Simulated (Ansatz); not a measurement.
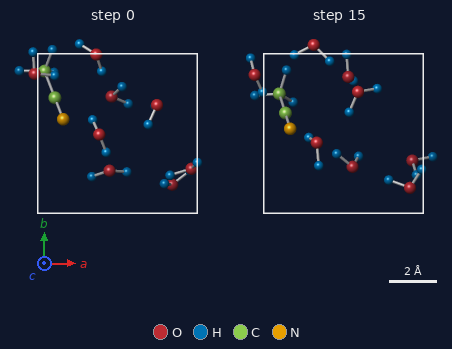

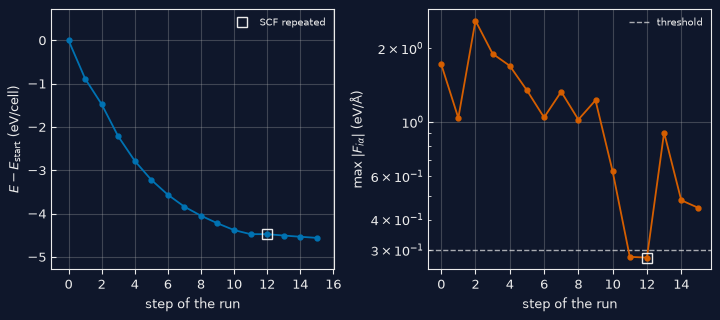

First and last geometry of a relaxation of an amorphous cell of composition H19C2NO8, with the history of the run. The picture is a ball-and-stick view of the cell of the calculation, seen along the c axis.

The cell holds 8 H2O + 1 CH3CN. The run prepares the start of a later molecular dynamics calculation, from a guessed geometry.

The calculation used DFT PBE-D3(BJ), scalar-relativistic, plane waves, PAW in Ansatz 0.2.0.

Input
```yaml
crystal:
  lattice:
    - [6.889419, 0.0, 0.0]
    - [0.0, 6.889419, 0.0]
    - [0.0, 0.0, 6.889419]
  atoms:
    - { symbol: O, position: [0.9628025, 0.2797851, 0.4788754] }
    - { symbol: H, position: [1.0006165, 0.3187048, 0.608568] }
    - { symbol: H, position: [0.8290623, 0.2389051, 0.4932694] }
    - { symbol: O, position: [0.3666418, 0.9957132, 0.9572505] }
    - { symbol: H, position: [0.2620825, 1.0617353, 0.8903681] }
    - { symbol: H, position: [0.4013709, 0.8905561, 0.8706441] }
    - { symbol: O, position: [0.3852829, 0.4944501, 0.9683629] }
    - { symbol: H, position: [0.343946, 0.5863669, 0.8703458] }
    - { symbol: H, position: [0.4286053, 0.3830261, 0.8943855] }
    - { symbol: O, position: [0.74713, 0.6789823, 0.8729002] }
    - { symbol: H, position: [0.7365525, 0.6723828, 0.7328668] }
    - { symbol: H, position: [0.6925009, 0.5571494, 0.9169138] }
    - { symbol: O, position: [0.4627527, 0.7324524, 0.2533859] }
    - { symbol: H, position: [0.5284684, 0.7943247, 0.3611729] }
    - { symbol: H, position: [0.567444, 0.6864016, 0.1716311] }
    - { symbol: O, position: [0.8420668, 0.1801092, 0.0499951] }
    - { symbol: H, position: [0.79373, 0.186164, 0.1818726] }
    - { symbol: H, position: [0.9528812, 0.2666241, 0.0503824] }
    - { symbol: O, position: [-0.0196611, 0.8750999, 0.6849785] }
    - { symbol: H, position: [0.1054504, 0.8644381, 0.6217468] }
    - { symbol: H, position: [-0.0291544, 1.011212, 0.7188631] }
    - { symbol: O, position: [0.4497837, 0.2676305, 0.4251988] }
    - { symbol: H, position: [0.3390915, 0.2306338, 0.3468197] }
    - { symbol: H, position: [0.5585061, 0.259648, 0.3364265] }
    - { symbol: C, position: [0.0428625, 0.8915417, 0.1965375] }
    - { symbol: C, position: [0.1073566, 0.724773, 0.310502] }
    - { symbol: "N", position: [0.1593797, 0.5902519, 0.4024295] }
    - { symbol: H, position: [-0.1153202, 0.8936108, 0.1876924] }
    - { symbol: H, position: [0.0920288, 1.0260981, 0.2642246] }
    - { symbol: H, position: [0.1021522, 0.8834997, 0.0498258] }
basis:
  ecutwfc: 420.0
kpoints:
  mp_grid: { grid: [1, 1, 1] }
hamiltonian:
  xc: pbe
  dispersion: d3bj
scf:
  occupations: { method: fermi_dirac, width: 0.05 }
  lower_state_search: "off"
relax:
  f_tol: 0.3
  max_steps: 15
  adjacent_minimum: "off"
```

Run as
```bash
ansatz run input.yaml --threads 1 --pin off --max-ram 3072MiB --backend cpu --events-out ev --progress --plain --runs-dir out
```

Q: Did the run converge, and what did it change?

A: The relaxation stopped without meeting its thresholds, so the last structure isn't shown to be converged. It used up its limit of 15 steps. The atom that moves furthest is H30 (1.43 Å roughly along [1 −3 1]). Largest moves by element: H 1.43 Å, O 1.30 Å, C 1.05 Å, N 0.81 Å. The cell doesn't change. Among the contacts that change: C25–C26 1.461 → 1.424 Å, O19–H21 0.969 → 0.998 Å, C26–N27 1.178 → 1.159 Å, O10–H11 0.969 → 0.988 Å. Among the angles between lasting bonds that change: H11–O10–H12 104.0° → 108.6°, H28–C25–H29 108.8° → 113.0°, H5–O4–H6 104.0° → 107.1°. The energy falls by 4.559 eV per cell of the calculation in 14 accepted moves (15 points after the start). Largest force component: 1.7 eV/Å at the start, 0.45 eV/Å at the end. 1 step only repeated the SCF at the same geometry. The forces were under the threshold at step 11, but the run went on from there. The run took 35 s on 1 thread of Arm Neoverse V2, with other jobs on the host, peak memory 0.38 GiB.

Limits of the set-up: the periodic images lie only 6.9 Å apart, so the values are limited by the cell's size.
